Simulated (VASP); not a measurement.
Band structure of BN (space group P6_3mc). Calculation: PBEsol GGA, VASP's PBE PAW potentials (set 64) (plane waves; VASP).

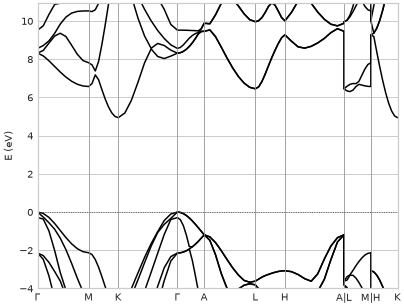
*Bands along high-symmetry lines, zero at the valence-band maximum or, without a gap, the Fermi level*

Problem. Read the plot: is there a gap, and where are the band edges?

Solution. The gap is indirect, 4.94 eV, from the valence maximum at Γ to the conduction minimum at K. (Edges off the drawn lines would not show.)

The structure comes from a measured BN entry (P6_3mc) of the Crystallography Open Database, whose conditions weren't checked. It was relaxed first.
